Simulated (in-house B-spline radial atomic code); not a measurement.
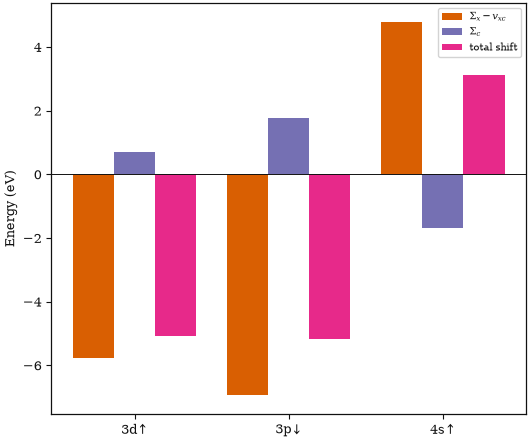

Parts of the G₀W₀ correction to each level for Cr⁺ ([Ar] 3d⁵). All-electron spherical atom, non-relativistic, PBE0 start, no spin-orbit coupling, Breit or QED terms; computed with a B-spline radial code, inside a hard wall of radius 4 bohr. The quasi-particle equation is solved at full frequency; levels of low quasi-particle weight Z are left out.

Give the quasi-particle levels and their parts.

Answer. G₀W₀ moves the highest occupied level, 3d↑, from −10.78 to −15.84 eV (renormalisation factor Z = 0.92). The empty level 4s↑ goes from −3.22 to −0.10 eV.

```
Level  Mean field (eV)  Σx − vxc (eV)  Σc (eV)     Z  G₀W₀ (eV)
  3d↑           −10.78          −5.77     0.71  0.92     −15.84
  3p↓           −48.99          −6.94     1.77  0.89     −54.16
  4s↑            −3.22           4.79    −1.67  0.96      −0.10
```
